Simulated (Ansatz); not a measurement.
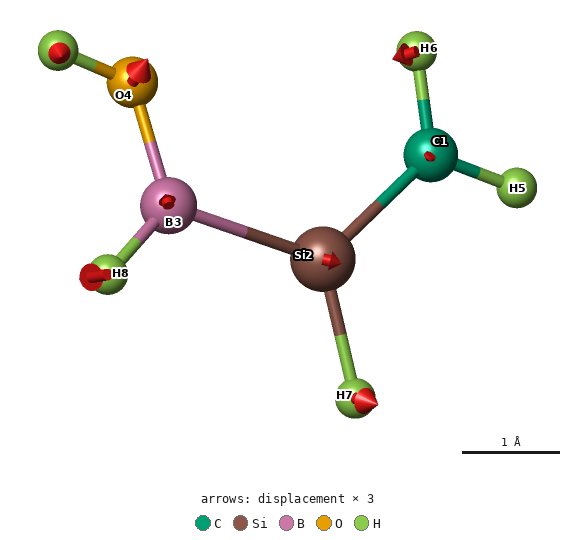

This is a relaxation of CH5BOSi. The starting structure is drawn; red arrows show the displacements, magnified 3 times. The two geometries are superimposed by the best rigid fit.

A ball-and-stick model, seen at a tilt.

Theory: RKS PBE0-D4/def2-TZVP (Ansatz). (force threshold 0.005 eV/Å; at most 200 steps)

> Which element moves most?

Hydrogen: up to 0.19 Å, against 0.13 Å for oxygen.

> What happened in the run?

An H atom moves most after the best rigid fit: 0.19 Å. Largest moves by element: H 0.19 Å, O 0.13 Å, Si 0.07 Å, B 0.05 Å, C 0.03 Å. Near-neighbour distances that change, for instance: B–Si 1.946 → 2.008 Å, C–Si 1.759 → 1.713 Å, B–O 1.336 → 1.350 Å, B–H 1.191 → 1.204 Å. Bond angles that change, for instance: B–O–H 119.2° → 113.7°, C–Si–H 115.8° → 118.6°, C–Si–B 125.7° → 123.1°. After 10 accepted moves (11 points after the start) the energy has fallen by 2.27 kcal/mol. Largest force component: 1.8 eV/Å at the start, 0.004 eV/Å at the end. The line search rejected the trial step at point 2 of the run.
